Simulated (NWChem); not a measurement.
# InF (SMILES [F][In]): levels of theory compared

Aim: a comparison of 5 runs (HF/STO-3G, HF/3-21G, HF/def2-TZVPP, M06-2X/def2-TZVPP, MP2/def2-TZVPP) of InF. 

Program for the calculation: NWChem 7.3.0.

11 further runs of the same task are left out: 3 that didn't finish, 8 set aside as unsound or not needed. Runs told in other sessions of the task aren't counted.

## Step 1: Starting point

The species is InF (2 atoms), meant as a singlet with charge 0. SMILES: `[F][In]`. The F1–In2 distance was set to 2.592 Å, away from the relaxed value.

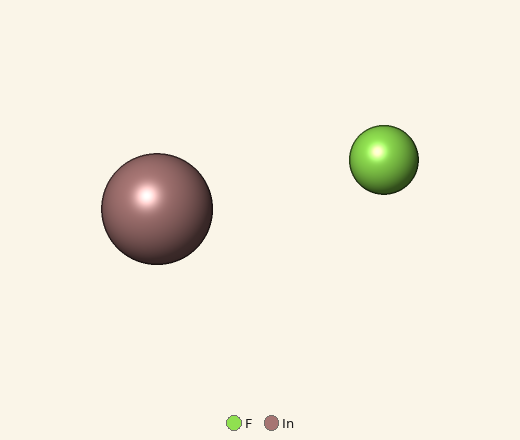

Viewed from a chosen angle; fluorine green, indium brown.

## Step 2: A single-point energy at HF/STO-3G (run 1)

sp.nw

```
start sp
title "FIn"
memory 2200 mb
charge 0

geometry noautosym nocenter noautoz
F     0.000000    0.000000   -0.582220
In    0.000000    0.000000    2.009580
end

basis spherical bse
* library STO-3G
end

scf
thresh 1e-08
maxiter 80
print low
end

task scf energy
```

Launch:

```
nwchem sp.nw > sp.out
```

Output:

```text
[...]
  functions       =    32
[...]
  wavefunction    = RHF
[...]
         Total SCF energy =  -5780.761807256238
      One-electron energy =  -8193.918681404150
      Two-electron energy =   2323.116297402458
 Nuclear repulsion energy =     90.040576745454
        Time for solution =      3.2s
 Task  times  cpu:        3.3s     wall:        3.3s
[...]
```

Run time: 3.9 s. Hardware: 1 thread of Intel Xeon at 2.80GHz (Skylake/Cascade Lake), shared host; peak memory 0.1 GiB.

## Step 3: A single-point energy at HF/3-21G (run 2)

fin.nw

```
start fin
memory total 2200 mb

geometry units bohr noautosym nocenter noautoz
  F      0.00000000     0.00000000    -1.10023634
  In     0.00000000     0.00000000     3.79755583
end

basis "ao basis" spherical bse
  * library 3-21G
end

scf
  nopen 0
  rhf
  thresh 1e-08
  maxiter 80
end

task scf
```

Launch:

```
nwchem fin.nw > fin.out
```

Output:

```text
[...]
  functions       =    40
[...]
  wavefunction    = RHF
[...]
         Total SCF energy =  -5813.607619369550
      One-electron energy =  -8213.197735121777
      Two-electron energy =   2309.549545492588
 Nuclear repulsion energy =     90.040570259640
        Time for solution =      2.2s
[...]
```

Run time: 2.9 s. Hardware: 1 thread of Intel Xeon at 2.80GHz (Skylake/Cascade Lake), shared host; peak memory 0.1 GiB.

## Step 4: The energy at HF/def2-TZVPP (core potential) (run 3)

run.py

```python
from ase import Atoms
from ase.calculators.nwchem import NWChem

atoms = Atoms(['F', 'In'], positions=[
    [0.000000, 0.000000, -0.582220],
    [-0.000000, -0.000000, 2.009580],
])

calc = NWChem(
    label='fin',
    theory='scf',
    memory='2200 mb',
    basis='def2-TZVPP',
    basispar='spherical bse',
    scf={'nopen': '0', 'rhf': None, 'thresh': '1e-08', 'maxiter': '80'},
    task='energy',
    **{'ecp bse': {'In library': 'def2-TZVPP'}},
)
atoms.calc = calc

print("Total energy (eV):", round(atoms.get_potential_energy(), 6))
print("dipole (e A):", atoms.get_dipole_moment().round(4))
```

Launch:

```
export ASE_NWCHEM_COMMAND="nwchem PREFIX.nwi > PREFIX.nwo"
python run.py
```

Output:

```text
Total energy (eV): -7856.054311
dipole (e A): [ 0.     -0.      1.6148]
```

The calculator wrote fin.nwi:

```
title "fin"

permanent_dir fin

scratch_dir fin

start fin

geometry units angstrom nocenter noautosym noautoz
  F  0.0000000000000000e+00 0.0000000000000000e+00 -5.8221999999999996e-01
  In -0.0000000000000000e+00 -0.0000000000000000e+00 2.0095800000000001e+00
end

memory 2200 mb

basis spherical bse noprint
   * library def2-TZVPP
end

scf
  nopen 0
  rhf
  thresh 1e-08
  maxiter 80
end
ecp bse
  In library def2-TZVPP
end

task scf energy
```

fin.nwo:

```text
Northwest Computational Chemistry Package (NWChem) 7.3.0
             --------------------------------------------------------

           Job information
           ---------------

    nwchem branch   = 7.3.0
    use scalapack   = T
    input           = fin.nwi
    prefix          = fin.
    data base       = fin/fin.db
    status          = startup
    nproc           =        1

           Memory information
           ------------------

    heap     =     72089596 doubles =      550.0 Mbytes
    stack    =     72089601 doubles =      550.0 Mbytes
    global   =    144179200 doubles =     1100.0 Mbytes (distinct from heap & stack)
    total    =    288358397 doubles =     2200.0 Mbytes
    verify   = yes
    hardfail = no

[... 95 lines left out ...]
 Convergence threshold     :          1.000E-08
[... 12 lines left out ...]
       Final RHF  results
[... 3 lines left out ...]
      One-electron energy =   -552.611155181404
[... 1 line left out ...]
 Nuclear repulsion energy =     38.588818605194
[... 33 lines left out ...]
                       ROHF Final Molecular Orbital Analysis
[... 183 lines left out ...]
  Mulliken analysis of the total density
  --------------------------------------

    Atom       Charge   Shell Charges
 -----------   ------   -------------------------------------------------------
    1 F    9     9.79   0.77  1.20  0.60  0.97  0.45  2.22  2.20  1.39  0.00  0.00  0.00
    2 In  21    20.21   0.40 -0.84  1.59  0.85  1.17  0.78 -0.40  6.37  0.09  0.15  0.01  8.96  1.03  0.07  0.00  0.01

       Multipole analysis of the density wrt the origin
       ------------------------------------------------

     L   x y z        total         open         nuclear
     -   - - -        -----         ----         -------
     0   0 0 0     -0.000000      0.000000     30.000000

     1   1 0 0      0.000000      0.000000      0.000000
[... 8 lines of this table left out ...]
     2   0 0 2    -14.324966      0.000000    313.744670

 Task  times  cpu:       15.5s     wall:       15.5s
 Total times  cpu:       15.5s     wall:       15.5s
```

It took 17 s on 1 thread of Intel Xeon at 2.80GHz (Skylake/Cascade Lake), shared host; peak memory 0.1 GiB.

Run 4 isn't shown in full; the table further down has it.

## Step 5: The energy at MP2/def2-TZVPP (core potential) (run 5)

run.py

```python
from ase import Atoms
from ase.calculators.nwchem import NWChem

mol = Atoms('FIn', positions=[
    [0.000000, 0.000000, -0.582220],
    [-0.000000, -0.000000, 2.009580],
])

calc = NWChem(
    label='run',
    theory='mp2',
    memory='2200 mb',
    basis='def2-TZVPP',
    basispar='spherical bse',
    scf={'nopen': '0', 'rhf': None, 'thresh': '1e-08', 'maxiter': '80'},
    mp2={'freeze': 'core 5', 'tight': None},
    task='energy',
    **{'ecp bse': {'In library': 'def2-TZVPP'}},
)
mol.calc = calc

print("Total energy (eV):", round(mol.get_potential_energy(), 6))
```

Launch:

```
export ASE_NWCHEM_COMMAND="nwchem PREFIX.nwi > PREFIX.nwo"
python run.py
```

Output:

```text
Total energy (eV): -7870.336968
```

The calculator wrote run.nwi:

```
title "run"

permanent_dir run

scratch_dir run

start run

geometry units angstrom nocenter noautosym noautoz
  F  0.0000000000000000e+00 0.0000000000000000e+00 -5.8221999999999996e-01
  In -0.0000000000000000e+00 -0.0000000000000000e+00 2.0095800000000001e+00
end

memory 2200 mb

basis spherical bse noprint
   * library def2-TZVPP
end

scf
  nopen 0
  rhf
  thresh 1e-08
  maxiter 80
end
mp2
  freeze core 5
  tight
end
ecp bse
  In library def2-TZVPP
end

task mp2 energy
```

run.nwo:

```text
Northwest Computational Chemistry Package (NWChem) 7.3.0
             --------------------------------------------------------

           Job information
           ---------------

    nwchem branch   = 7.3.0
    use scalapack   = T
    input           = run.nwi
    prefix          = run.
    data base       = run/run.db
    status          = startup
    nproc           =        1

           Memory information
           ------------------

    heap     =     72089596 doubles =      550.0 Mbytes
    stack    =     72089601 doubles =      550.0 Mbytes
    global   =    144179200 doubles =     1100.0 Mbytes (distinct from heap & stack)
    total    =    288358397 doubles =     2200.0 Mbytes
    verify   = yes
    hardfail = no

[... 95 lines left out ...]
 Convergence threshold     :          1.000E-08
[... 12 lines left out ...]
       Final RHF  results
[... 3 lines left out ...]
      One-electron energy =   -552.611155181404
[... 1 line left out ...]
 Nuclear repulsion energy =     38.588818605194
[... 33 lines left out ...]
                       ROHF Final Molecular Orbital Analysis
[... 234 lines left out ...]
          -------------------------------------------
          SCF energy                -288.704673238685
          Correlation energy          -0.524877967078
          Singlet pairs               -0.286302398477
          Triplet pairs               -0.238575568601
          Total MP2 energy          -289.229551205763
          -------------------------------------------

          ---------------------------------------------------
                    Spin Component Scaled (SCS) MP2
          Same spin pairs                     -0.159050379068
          Same spin scaling factor             0.333333333333
          Opposite spin pairs                 -0.365827588011
          Opposite spin scaling fact.          1.200000000000
          SCS-MP2 correlation energy          -0.492009898635
          Total SCS-MP2 energy              -289.196683137321
          ---------------------------------------------------

 -----------------------
 Task  times  cpu:       17.6s     wall:       17.6s
 Total times  cpu:       17.7s     wall:       17.7s
```

Wall time 19 s (1 thread of Intel Xeon at 2.80GHz (Skylake/Cascade Lake), shared host); peak memory 0.18 GiB.

## Step 6: All runs side by side

```
run                               level  core potential  iteration cap   energy (Eh)  wall time
  1                           HF/STO-3G               –             80  -5780.761807      3.9 s
  2                            HF/3-21G               –             80  -5813.607619      2.9 s
  3      HF/def2-TZVPP (core potential)      def2-TZVPP             80   -288.704673       17 s
  4  M06-2X/def2-TZVPP (core potential)      def2-TZVPP            100   -289.933747       23 s
  5     MP2/def2-TZVPP (core potential)      def2-TZVPP             80   -289.229551       19 s
```

## Step 7: Results

| quantity | value |
| --- | --- |
| run 5: total energy | -289.22955 Eh |
| run 5: HOMO energy (Hartree–Fock orbitals) | -10.59 eV |
| run 5: LUMO energy (Hartree–Fock orbitals) | -0.14 eV |
| run 5: HOMO–LUMO gap (Hartree–Fock orbitals) | 10.45 eV |
| run 5: correlation energy (5 core orbitals frozen) | -524.9 mEh |

**Reading.** Over runs 2, 3, 4 the dipole moment (its size) runs from 5.66 D (HF/3-21G) to 7.76 D (HF/def2-TZVPP). The two ends differ in basis and core potential. Over runs 2, 3, 4 the HOMO–LUMO gap runs from 6.90 eV (M06-2X/def2-TZVPP) to 10.45 eV (HF/def2-TZVPP). Exact exchange widens orbital gaps. Some runs of one species differ in core potentials or relativity; totals across that change don't compare. In run 1 the basis is minimal, so the values are rough. In runs 1, 2 relativity is left out where basis or elements ask for it. All runs together took 65 s, the longest 23 s.
